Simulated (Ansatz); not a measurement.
## C2H6FGeN: geometry relaxation (part 1 of 2)

- system: C2H6FGeN
- method: RKS PBE/def2-SVP (Ansatz 0.2.0)

It belongs to a series of runs on one base structure; here: end point A relaxed.

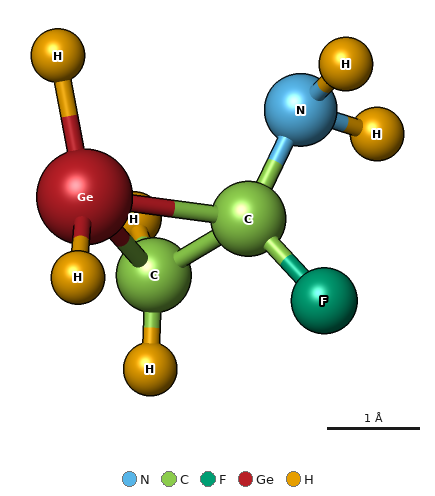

*The structure as given in the input (ball-and-stick view, seen at a tilt). Sticks mark near contacts.*

Bond lengths as drawn: C–C 1.47 Å, C–F 1.36 Å, C–Ge 1.97 to 1.98 Å, C–H 1.03 to 1.14 Å, C–N 1.39 Å, Ge–H 1.57 to 1.58 Å and H–N 1.06 to 1.09 Å.

Input
```yaml
crystal:
  periodic: [false, false, false]
  atoms:
    - { symbol: "N", position_ang: [-1.198, 0.8952, 0.1307] }
    - { symbol: C, position_ang: [0.1265, 0.4889, -0.0305] }
    - { symbol: F, position_ang: [1.0892, 1.4404, 0.1444] }
    - { symbol: C, position_ang: [0.4253, -0.4719, -1.0994] }
    - { symbol: Ge, position_ang: [0.4857, -1.3036, 0.6948] }
    - { symbol: H, position_ang: [-1.3458, 1.3347, 1.0864] }
    - { symbol: H, position_ang: [-1.3584, 1.7458, -0.5311] }
    - { symbol: H, position_ang: [-0.5163, -0.7789, -1.6633] }
    - { symbol: H, position_ang: [1.3337, -0.377, -1.5705] }
    - { symbol: H, position_ang: [1.857, -1.2377, 1.4566] }
    - { symbol: H, position_ang: [-0.8335, -1.7929, 1.4026] }
basis:
  gaussian: { orbitals: def2-SVP }
hamiltonian:
  xc: pbe
relax:
  f_tol: 0.015
  max_steps: 40
output:
  orbitals: {}
```

Machine: 2 threads of Intel Xeon (Granite Rapids), 16 GiB of memory available, shared host.

Launched with:
```bash
ansatz run input.yaml --threads 2 --pin off --max-ram 3072MiB --backend cpu --events-out ev --progress --plain --runs-dir out
```

What the program printed
```
The last accepted step is kept in [file] (removed where the run ends without a failure and the disk answers)
Engine: ansatz 0.2.0, x86_64-unknown-linux-gnu
Functional definition: PBE
  parameter kappa = 0.804
  parameter beta = 0.06672455060314922
  exchange = pbe_x(kappa = kappa, mu = beta*pi^2/3)
  correlation = pbe_c(beta = beta)
1335 factors; their error is unknown
mean field evaluation 1: about -62854.2716 eV, gradient 7.5e1 eV
mean field evaluation 2: about -62755.0258 eV, gradient 1.7e2 eV
mean field evaluation 4: about -62866.8241 eV, gradient 1.3e1 eV
mean field evaluation 8: about -62867.2639 eV, gradient 1.3e-1 eV
mean field evaluation 16: about -62867.1744 eV, gradient 1.1e-3 eV
mean field -62867.17435623 eV, -2310.3260446903 hartree, gradient 2.6e-5 eV, S^2 0.000000; 0 other end points of the search recorded, 0 dependent functions left out
the calculation of the forces begins
reference -62867.17439060 eV, -2310.3260459531 hartree; 33, 33 occupied and 85, 85 virtual orbitals, 1335 factors
relax step   1: F+E_penalty+E_count = -62867.17435623 eV  Δ(F+E_penalty+E_count) = +0.000e0 eV  max|allowed force component| = 3.990e0 eV/Å  Δτ_max = 0.0000 Å  (31 SCF iters, accepted)
these checks for a lower state are left out or cut short: starts, cluster_reference, orbital_swaps, neighbouring_geometries, increment
1335 factors; their error is unknown
mean field -62867.59148411 eV, -2310.3413738572 hartree, gradient 2.1e-5 eV, S^2 0.000000; 0 other end points of the search recorded, 0 dependent functions left out
the calculation of the forces begins
reference -62867.59151905 eV, -2310.3413751411 hartree; 33, 33 occupied and 85, 85 virtual orbitals, 1335 factors
relax step   2: F+E_penalty+E_count = -62867.59148411 eV  Δ(F+E_penalty+E_count) = -4.171e-1 eV  max|allowed force component| = 1.156e0 eV/Å  Δτ_max = 0.1932 Å  (29 SCF iters, accepted)
these checks for a lower state are left out or cut short: starts, cluster_reference, orbital_swaps, neighbouring_geometries, increment
1335 factors; their error is unknown
mean field evaluation 32: about -62867.7080 eV, gradient 1.3e-3 eV
mean field -62867.70795217 eV, -2310.3456539793 hartree, gradient 2.1e-5 eV, S^2 0.000000; 0 other end points of the search recorded, 0 dependent functions left out
the calculation of the forces begins
reference -62867.70798801 eV, -2310.3456552964 hartree; 33, 33 occupied and 85, 85 virtual orbitals, 1335 factors
relax step   3: F+E_penalty+E_count = -62867.70795217 eV  Δ(F+E_penalty+E_count) = -1.165e-1 eV  max|allowed force component| = 3.717e-1 eV/Å  Δτ_max = 0.1652 Å  (29 SCF iters, accepted)
these checks for a lower state are left out or cut short: starts, cluster_reference, orbital_swaps, neighbouring_geometries, increment
1335 factors; their error is unknown
mean field -62867.69865483 eV, -2310.3453123084 hartree, gradient 8.9e-6 eV, S^2 0.000000; 0 other end points of the search recorded, 0 dependent functions left out
the calculation of the forces begins
reference -62867.69869073 eV, -2310.3453136275 hartree; 33, 33 occupied and 85, 85 virtual orbitals, 1335 factors
relax step   4: F+E_penalty+E_count = -62867.69865483 eV  Δ(F+E_penalty+E_count) = +9.297e-3 eV  max|allowed force component| = 5.206e-1 eV/Å  Δτ_max = 0.1462 Å  (28 SCF iters, rejected (line search))
these checks for a lower state are left out or cut short: starts, cluster_reference, orbital_swaps, neighbouring_geometries, increment
1335 factors; their error is unknown
mean field -62867.72836589 eV, -2310.3464041698 hartree, gradient 2.3e-5 eV, S^2 0.000000; 0 other end points of the search recorded, 0 dependent functions left out
the calculation of the forces begins
reference -62867.72840187 eV, -2310.3464054918 hartree; 33, 33 occupied and 85, 85 virtual orbitals, 1335 factors
relax step   5: F+E_penalty+E_count = -62867.72836589 eV  Δ(F+E_penalty+E_count) = -2.041e-2 eV  max|allowed force component| = 1.078e-1 eV/Å  Δτ_max = 0.0712 Å  (30 SCF iters, accepted)
these checks for a lower state are left out or cut short: starts, cluster_reference, orbital_swaps, neighbouring_geometries, increment
1335 factors; their error is unknown
mean field -62867.72897215 eV, -2310.3464264492 hartree, gradient 2.3e-5 eV, S^2 0.000000; 0 other end points of the search recorded, 0 dependent functions left out
the calculation of the forces begins
reference -62867.72900815 eV, -2310.3464277724 hartree; 33, 33 occupied and 85, 85 virtual orbitals, 1335 factors
relax step   6: F+E_penalty+E_count = -62867.72897215 eV  Δ(F+E_penalty+E_count) = -6.063e-4 eV  max|allowed force component| = 1.102e-1 eV/Å  Δτ_max = 0.0349 Å  (31 SCF iters, accepted)
these checks for a lower state are left out or cut short: starts, cluster_reference, orbital_swaps, neighbouring_geometries, increment
1335 factors; their error is unknown
mean field -62867.72964374 eV, -2310.3464511298 hartree, gradient 2.4e-5 eV, S^2 0.000000; 0 other end points of the search recorded, 0 dependent functions left out
the calculation of the forces begins
reference -62867.72967974 eV, -2310.3464524529 hartree; 33, 33 occupied and 85, 85 virtual orbitals, 1335 factors
relax step   7: F+E_penalty+E_count = -62867.72964374 eV  Δ(F+E_penalty+E_count) = -6.716e-4 eV  max|allowed force component| = 4.063e-2 eV/Å  Δτ_max = 0.0433 Å  (31 SCF iters, accepted)
these checks for a lower state are left out or cut short: starts, cluster_reference, orbital_swaps, neighbouring_geometries, increment
1335 factors; their error is unknown
mean field evaluation 64: about -62867.8169 eV, gradient 9.8e-1 eV
mean field -62867.73083784 eV, -2310.3464950122 hartree, gradient 2.4e-5 eV, S^2 0.000000; 0 other end points of the search recorded, 0 dependent functions left out
the calculation of the forces begins
reference -62867.73087385 eV, -2310.3464963354 hartree; 33, 33 occupied and 85, 85 virtual orbitals, 1335 factors
relax step   8: F+E_penalty+E_count = -62867.73083784 eV  Δ(F+E_penalty+E_count) = -1.194e-3 eV  max|allowed force component| = 3.430e-2 eV/Å  Δτ_max = 0.0291 Å  (31 SCF iters, accepted)
these checks for a lower state are left out or cut short: starts, cluster_reference, orbital_swaps, neighbouring_geometries, increment
1335 factors; their error is unknown
mean field -62867.73094496 eV, -2310.3464989488 hartree, gradient 2.4e-5 eV, S^2 0.000000; 0 other end points of the search recorded, 0 dependent functions left out
the calculation of the forces begins
reference -62867.73098097 eV, -2310.3465002721 hartree; 33, 33 occupied and 85, 85 virtual orbitals, 1335 factors
relax step   9: F+E_penalty+E_count = -62867.73094496 eV  Δ(F+E_penalty+E_count) = -1.071e-4 eV  max|allowed force component| = 7.968e-3 eV/Å  Δτ_max = 0.0033 Å  (33 SCF iters, accepted)
1335 factors; their error is unknown
mean field evaluation 96: about -62867.7309 eV, gradient 4.2e-4 eV
```

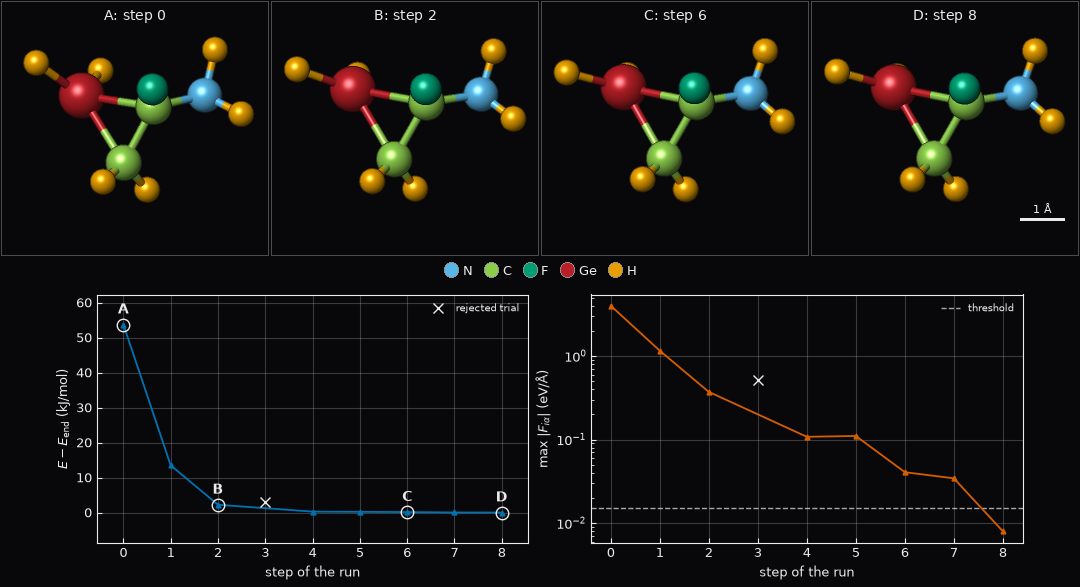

*Frames of the relaxation (ball-and-stick view, seen at a tilt) above the curves, on which the letters mark them (the first geometry is step 0 here and step 1 in the log).*

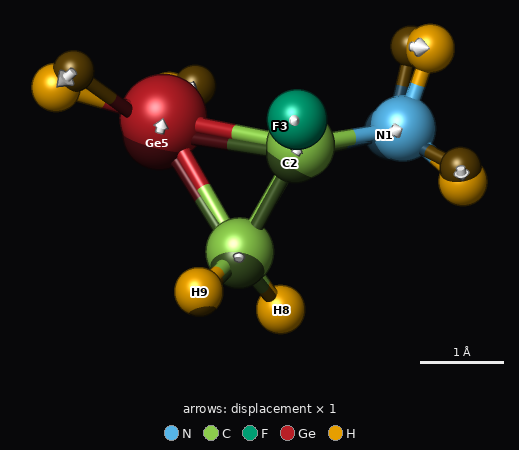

*Start (faint) and end (solid) with the displacements as white arrows, at true length (ball-and-stick view, seen at a tilt). The two geometries are laid on each other by the best rigid fit.*

Over 8 geometry steps the energy falls by 53.7 kJ/mol. Largest force component: 4 eV/Å at the start, 0.008 eV/Å at the end. The line search rejected the trial step at point 3 (counted from 0) and went back. H11 moves most after the best rigid fit: 0.35 Å. By element the largest moves are H 0.35 Å, Ge 0.19 Å, N 0.17 Å, C 0.13 Å, F 0.09 Å. Among the contacts that change: C4–H9 1.028 → 1.103 Å, N1–H7 1.090 → 1.031 Å, C2–C4 1.468 → 1.517 Å, C2–F3 1.365 → 1.407 Å. Among the angles that change: C2–Ge5–H10 107.5° → 119.5°, Ge5–C4–H8 111.1° → 120.0°, H6–N1–H7 101.7° → 109.2°. (Atoms are counted from 1 in the order of the input.)

```
mean field -62867.73094496 eV, -2310.3464989488 hartree, gradient 2.9e-5 eV, S^2 0.000000; 1 other end points of the search recorded, 0 dependent functions left out
the calculation of the forces begins
reference -62867.73098097 eV, -2310.3465002721 hartree; 33, 33 occupied and 85, 85 virtual orbitals, 1335 factors
Total energy: -62867.73098097 eV, -2310.3465002721 hartree
Atom 0 at    -1.218922     1.064703     0.132530 Å, force     0.005602     0.007968    -0.002144 eV/Å
Atom 1 at     0.090206     0.568365     0.058732 Å, force    -0.003239     0.002257    -0.006791 eV/Å
Atom 2 at     1.113767     1.530715     0.139146 Å, force    -0.002064    -0.003448     0.002952 eV/Å
Atom 3 at     0.361436    -0.488468    -0.995297 Å, force     0.007320     0.004313     0.000148 eV/Å
Atom 4 at     0.479172    -1.200220     0.858837 Å, force    -0.001103    -0.001247     0.003636 eV/Å
Atom 5 at    -1.387770     1.597266     0.992340 Å, force    -0.001066    -0.004174     0.000581 eV/Å
Atom 6 at    -1.456037     1.651159    -0.681771 Å, force    -0.001202    -0.004864     0.001279 eV/Å
Atom 7 at    -0.480464    -0.780084    -1.644942 Å, force    -0.001962     0.000289     0.003411 eV/Å
Atom 8 at     1.328912    -0.383304    -1.513812 Å, force    -0.002790    -0.001534    -0.002126 eV/Å
Atom 9 at     1.907721    -1.522713     1.328166 Å, force     0.000319    -0.000488    -0.000262 eV/Å
Atom 10 at    -0.672622    -2.094417     1.346772 Å, force     0.000183     0.000928    -0.000685 eV/Å
Dipole moment:    -0.226791     0.039455    -0.022645 e Å
```
